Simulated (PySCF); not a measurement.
# What a change does: excited-state calculation on C3H5B

System: C3H5B, SMILES BC1=CC1.
Method of run 1: TDDFT HF/def2-SVPD, vertical, gas phase, core orbitals frozen in the response (PySCF 2.14.0).

The geometry comes from this level: PBE0-D3(BJ)/def2-SVP. Text and figures count atoms from 1; the logs count them from 0 in places.

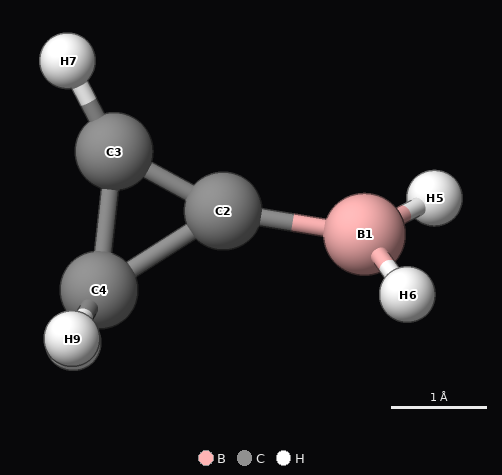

**Figure 1.** The structure (ball-and-stick view, seen at a tilt; atoms are numbered from 1 in the order of the input). Bond lengths as drawn: B–C 1.51 Å, B–H 1.21 Å, C–C 1.31 to 1.55 Å and C–H 1.09 to 1.10 Å.

## Input, run 1
```
{"job": {"kind": "uv", "xc": "HF", "basis": "def2-SVPD", "ip": true}, "charge": 0, "multiplicity": 1}
B      1.620299     0.334862    -0.250784
C      0.125452     0.297196    -0.054084
C     -1.086421     0.676856     0.263239
C     -0.997180    -0.769353     0.034175
H      2.126931     0.992867    -1.129078
H      2.317120    -0.348581     0.463023
H     -1.687931     1.475314     0.693519
H     -1.325096    -1.201649    -0.921886
H     -1.034874    -1.477123     0.878346
```

The first line tells a small driver script what to run in PySCF; the rest is the geometry in Å.

Launched with:
```bash
OMP_NUM_THREADS=1 python <driver script> task.json out
```

Hardware: 1 CPU thread, shared host.

## Output (run 1)
```
final grid: 71696 points
cycle   1  E = -140.9321282559  dE =  8.023e-01  |g| = 3.448e-01  |ddm| = 3.982e+00
cycle   2  E = -140.9805642232  dE = -4.844e-02  |g| = 1.085e-01  |ddm| = 7.323e-01
cycle   3  E = -140.9846543720  dE = -4.090e-03  |g| = 4.673e-02  |ddm| = 3.632e-01
cycle   4  E = -140.9853850396  dE = -7.307e-04  |g| = 1.004e-02  |ddm| = 1.089e-01
cycle   5  E = -140.9854239816  dE = -3.894e-05  |g| = 3.081e-03  |ddm| = 2.683e-02
cycle   6  E = -140.9854306228  dE = -6.641e-06  |g| = 1.338e-03  |ddm| = 1.064e-02
cycle   7  E = -140.9854321300  dE = -1.507e-06  |g| = 4.521e-04  |ddm| = 5.900e-03
cycle   8  E = -140.9854323695  dE = -2.395e-07  |g| = 1.526e-04  |ddm| = 2.945e-03
cycle   9  E = -140.9854323979  dE = -2.838e-08  |g| = 6.684e-05  |ddm| = 8.193e-04
cycle  10  E = -140.9854324032  dE = -5.321e-09  |g| = 2.709e-05  |ddm| = 3.389e-04
cycle  11  E = -140.9854324041  dE = -8.627e-10  |g| = 6.081e-06  |ddm| = 1.749e-04
converged SCF energy = -140.9854324041

Static polarisability (au): isotropic 48.189, principal 36.957 45.210 62.400

Singlet excitations
state   eV       nm        f      main configurations
  1   5.1640    240.1   0.08279   H->L 0.84
  2   6.1009    203.2   0.05534   H-1->L 0.71, H-1->L+3 0.09
  3   6.9372    178.7   0.06614   H->L+4 0.38, H->L+3 0.20, H->L+5 0.11
  4   7.2433    171.2   0.01737   H-2->L 0.61
  5   7.3869    167.8   0.00879   H-3->L 0.37, H-1->L+4 0.15
  6   7.4936    165.5   0.00169   H->L+1 0.60, H->L+2 0.25
  7   8.2030    151.1   0.08559   H->L+2 0.17, H-1->L+4 0.13, H->L+4 0.09
  8   8.3044    149.3   0.04056   H->L+2 0.26, H->L+3 0.22
  9   8.6004    144.2   0.02559   H->L+3 0.35, H->L+5 0.25, H->L+2 0.15
 10   8.9970    137.8   0.03815   H-1->L+1 0.60, H-1->L+2 0.21

Triplet excitations (Tamm-Dancoff, eV): 3.1096 5.2184 5.4773 6.4410
Vertical ionisation energy (delta-SCF) = 8.3855 eV
```

The input of run 2 differs as follows (lines with − go, lines with + come):
```diff
-"xc": "HF"
+"xc": "PBE"
```

What does this change do to the results?

The total energies belong to different methods, so their difference says nothing on which is more stable or more accurate. The HOMO goes from −9.66 to −6.22 eV. The LUMO goes from 1.66 to −2.88 eV. The dipole moment goes from 0.66 to 0.96 D. The lowest excitation goes from 5.16 to 3.71 eV. The strongest computed line goes from 8.20 to 6.70 eV. The method changes from HF to PBE. Exact exchange removes part of the self-interaction error of semilocal functionals, which pushes filled and empty levels apart. The SCF takes 14 iterations against 11.

## Output (run 2)
```
coarse grid: 7448 points
cycle   1  E = -141.6905145080  dE =  2.752e-01  |g| = 3.439e-01  |ddm| = 4.832e+00
cycle   2  E = -141.6398860700  dE =  5.063e-02  |g| = 5.502e-01  |ddm| = 1.352e+00
cycle   3  E = -141.7252172139  dE = -8.533e-02  |g| = 1.173e-01  |ddm| = 8.327e-01
cycle   4  E = -141.7279741295  dE = -2.757e-03  |g| = 5.670e-02  |ddm| = 2.198e-01
cycle   5  E = -141.7287353463  dE = -7.612e-04  |g| = 2.161e-02  |ddm| = 1.012e-01
cycle   6  E = -141.7288970533  dE = -1.617e-04  |g| = 4.454e-03  |ddm| = 3.856e-02
cycle   7  E = -141.7289021783  dE = -5.125e-06  |g| = 1.804e-03  |ddm| = 9.389e-03
final grid: 71696 points
cycle   8  E = -141.7612650405  dE = -1.423e-05  |g| = 9.033e-03  |ddm| = 8.298e-02
cycle   9  E = -141.7612195200  dE =  4.552e-05  |g| = 1.524e-02  |ddm| = 3.510e-02
cycle  10  E = -141.7612879745  dE = -6.845e-05  |g| = 2.341e-03  |ddm| = 2.279e-02
cycle  11  E = -141.7612895988  dE = -1.624e-06  |g| = 8.597e-04  |ddm| = 4.104e-03
cycle  12  E = -141.7612897915  dE = -1.927e-07  |g| = 9.847e-05  |ddm| = 1.204e-03
cycle  13  E = -141.7612897941  dE = -2.650e-09  |g| = 4.884e-05  |ddm| = 2.484e-04
cycle  14  E = -141.7612897947  dE = -6.344e-10  |g| = 9.176e-06  |ddm| = 7.197e-05
converged SCF energy = -141.7612897947

Static polarisability (au): isotropic 53.223, principal 39.019 47.875 72.776

Singlet excitations
state   eV       nm        f      main configurations
  1   3.7140    333.8   0.02889   H->L 0.93
  2   4.7415    261.5   0.05413   H-1->L 0.94
  3   5.6357    220.0   0.00352   H-2->L 0.93
  4   6.2055    199.8   0.01994   H->L+1 0.54, H-3->L 0.39
  5   6.3178    196.2   0.04567   H-3->L 0.39, H-1->L+1 0.31, H->L+1 0.23
  6   6.5450    189.4   0.00525   H->L+2 0.99
  7   6.7029    185.0   0.19461   H-1->L+1 0.66, H-3->L 0.17
  8   7.1537    173.3   0.00511   H->L+3 0.98
  9   7.3060    169.7   0.01667   H->L+4 0.98
 10   7.5072    165.2   0.01234   H-4->L 0.96

Triplet excitations (Tamm-Dancoff, eV): 2.9738 3.9592 4.6863 5.0604
Vertical ionisation energy (delta-SCF) = 9.3947 eV
Vertical electron affinity (delta-SCF) = 0.1492 eV
```

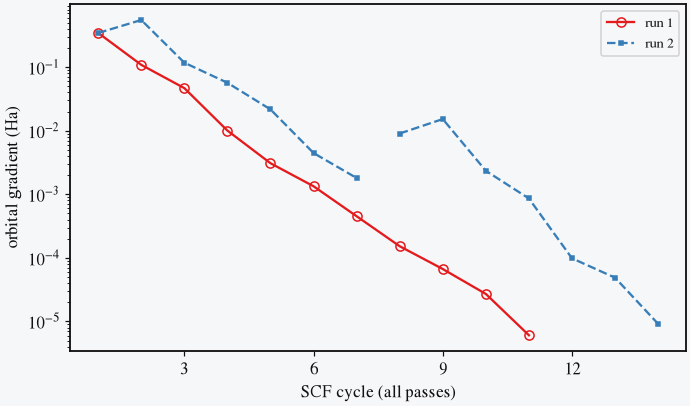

**Figure 2.** Convergence of the two runs: orbital gradient against the SCF cycle. A break in a curve parts two SCF passes (coarse and final grid). Run 1 takes 11 cycles in all, and run 2 takes 14.

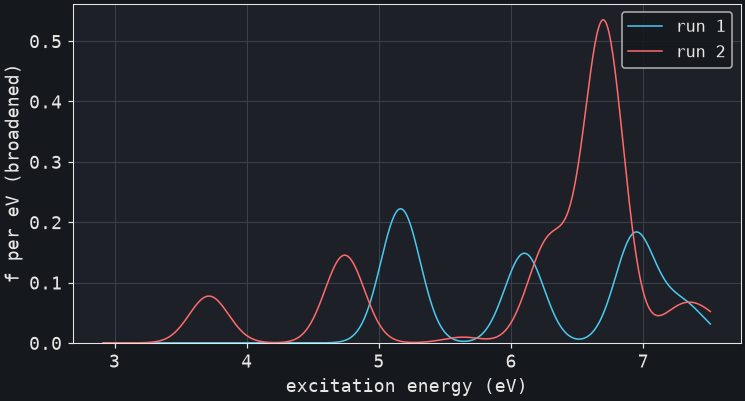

**Figure 3.** Absorption of the two runs from their computed states, each broadened by a Gaussian of 0.35 eV full width; the range ends where the shorter list of states ends.

## The two runs side by side

```csv
quantity,run 1,run 2
outcome,converged,converged
total energy (hartree),−140.985432,−141.761290
HOMO (eV),−9.66,−6.22
LUMO (eV),1.66,−2.88
dipole moment (D),0.66,0.96
lowest excitation (eV),5.16,3.71
SCF iterations,11,14
strongest computed line (eV),8.20,6.70
basis functions,120,120
wall time (shared host),2.5 s,28 s
```
